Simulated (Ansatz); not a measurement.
# FH: ladder of methods at one geometry in Python

How do the methods compare on FH, in result and in cost? The task is a ladder of methods at one geometry, for FH. SMILES: F.

Computed with Ansatz 0.2.0 through its Python package. The levels of theory stand in the script.

## Step 1: The structure

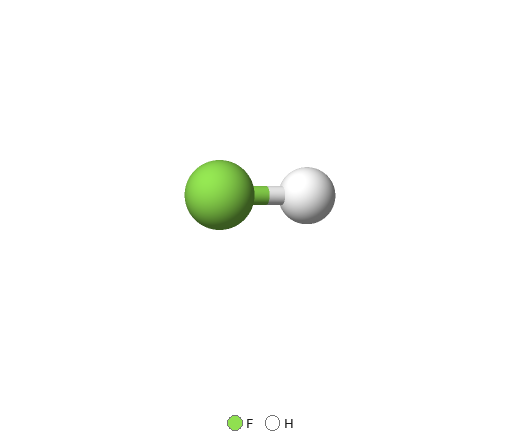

The starting structure, viewed from a chosen angle; fluorine green, hydrogen white.

No structure file is read: the coordinates are typed or built in the script.

## Step 2: The code

fh.py

```python
"""One geometry of FH, method by method."""

from pathlib import Path
import argparse
import logging
import sys

import ansatz as az
import numpy as np

logging.basicConfig(stream=sys.stdout, format="[%(levelname)s] %(message)s")
log = logging.getLogger("fh")
log.setLevel(logging.INFO)

parser = argparse.ArgumentParser(description="One geometry of FH, method by method.")
parser.add_argument("--basis-set", required=True, help="Gaussian basis set")
args = parser.parse_args()

geometry_ang = [
    ("F", (0.4928, 0.0, 0.0)),
    ("H", (-0.4928, 0.0, 0.0)),
]
molecule = az.Crystal.molecule()
for symbol, xyz in geometry_ang:
    molecule = molecule.atom(symbol, xyz)

calculation = molecule.calculation().basis(gaussian=args.basis_set)

log.info("functional    E (Ha)        dipole (D)   HOMO (eV)  LUMO (eV)")
for name in ["r2scan", "hf", "blyp", "pbe0", "hse06"]:
    data = calculation.functional(name).forces().orbitals().run(threads=1, pin="off", runs_dir="runs").report
    lines = Path(data["orbitals_path"]).read_text().splitlines()
    field_of = lambda key: [line.split("=")[1].strip() for line in lines if line.startswith(key)]
    orbitals = [(27.211386 * float(e), s, float(n)) for e, s, n in zip(field_of("Ene="), field_of("Spin="), field_of("Occup="))]
    homo = max(e for e, _, n in orbitals if n > 0.5)
    lumo = min(e for e, _, n in orbitals if n < 0.5)
    dipole = 4.803205 * np.linalg.norm(data["charge_distribution"]["dipole_moment_e_ang"])
    log.info(f"{name:10s} {data['free_energy_ev'] / 27.211386246:14.6f} {dipole:9.3f} {homo:11.3f} {lumo:10.3f}")
```

## Step 3: The calls as engine input

The package turns the script's settings into the engine's input (first run):

```yaml
crystal:
  periodic: [false, false, false]
  atoms:
    - { symbol: F, position_ang: [0.4928, 0.0, 0.0] }
    - { symbol: H, position_ang: [-0.4928, 0.0, 0.0] }
basis:
  gaussian:
    orbitals: cc-pVDZ
hamiltonian:
  xc: r2scan
output:
  orbitals: {}
  forces: true
```

## Step 4: Running it

Started as:

```sh
$ python fh.py --basis-set cc-pVDZ
```

Standard output:

```text
[INFO] functional    E (Ha)        dipole (D)   HOMO (eV)  LUMO (eV)
[INFO] r2scan        -100.390349     1.915      -8.882      1.399
[INFO] hf            -100.012300     2.086     -16.938      4.574
[INFO] blyp          -100.417533     1.823      -8.048      0.075
[INFO] pbe0          -100.337379     1.924     -10.631      1.304
[INFO] hse06         -100.333523     1.923     -10.214      0.929
```

It took 1.4 s on 1 thread of Arm Neoverse V2, shared host; peak memory 0.15 GiB.

## Step 5: Inputs of later runs

The engine's inputs for some of the other runs:

Run 2, against run 1:

```diff
@@ -10 +10 @@
-  xc: r2scan
+  xc: hf
```

Run 3, against run 1:

```diff
@@ -10 +10 @@
-  xc: r2scan
+  xc: blyp
```

Run 5, against run 1:

```diff
@@ -10 +10 @@
-  xc: r2scan
+  xc: hse06
```

## Step 6: The engine's runs

From the records of these 5 runs:

| run | functional | energy (eV) | SCF cycles | CPU time (s) |
| --- | --- | --- | --- | --- |
| 1 | r2scan | -2731.7606 | 13 | 0.44 |
| 2 | hf | -2721.4733 | 10 | 0.03 |
| 3 | blyp | -2732.5003 | 12 | 0.12 |
| 4 | pbe0 | -2730.3192 | 13 | 0.13 |
| 5 | hse06 | -2730.2142 | 12 | 0.2 |

Totals under unlike functionals or potentials can't be compared directly.

The fields below are those of run 1.

## Step 7: Orbitals and fields

The fields below are evaluated on a grid from the run's orbitals.

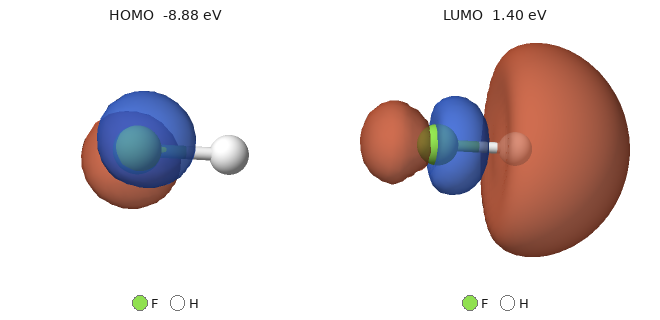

Frontier orbitals at r2SCAN/cc-pVDZ; each surface holds 70 % of the orbital's density, blue and red mark the sign.

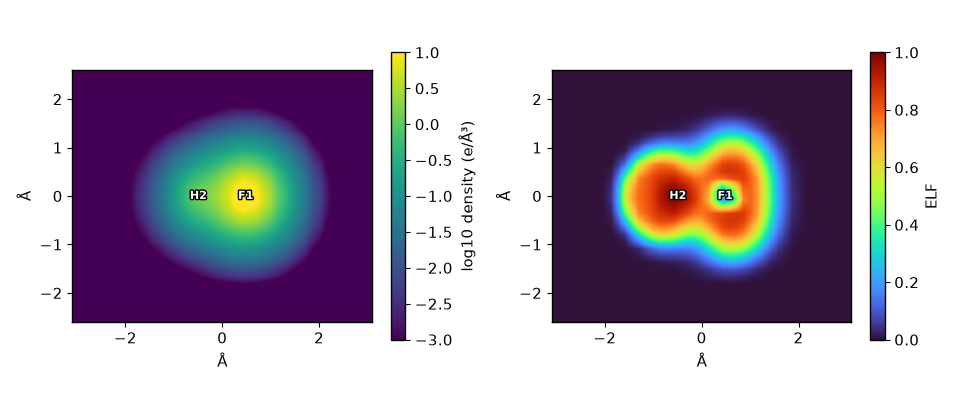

Density (left) and ELF (right) in a plane through or near 2 of the atoms.

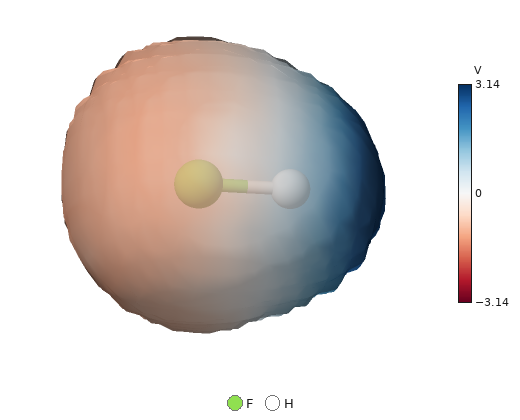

Electrostatic potential on the surface of density 0.002 e/bohr³; red is low, blue high. It runs from -1.24 V near F1 to 3.14 V near H2.

## Step 8: What came out

```
                                        quantity     value
                                   runs compared         5
HOMO-LUMO gap of the mean field (r2SCAN/cc-pVDZ)  10.28 eV
```

What this shows: All 5 runs converged, in 10 to 13 cycles. Notes:
- The geometry is a force-field or estimated start, not a minimum of this method, and the basis set is short of its limit. A lower total doesn't mark the better method: functionals have no common bound, and MP2 and coupled cluster aren't variational.
- Levels such as HOMO and LUMO are orbital energies: with these approximate functionals they aren't the ionisation energy and electron affinity, and their gap isn't the fundamental gap.
- hse06 follows the composition of plane-wave codes, whose totals differ by tens of mHa, up to about 0.1 Ha, from the form usual in Gaussian-basis programs (wpbeh).
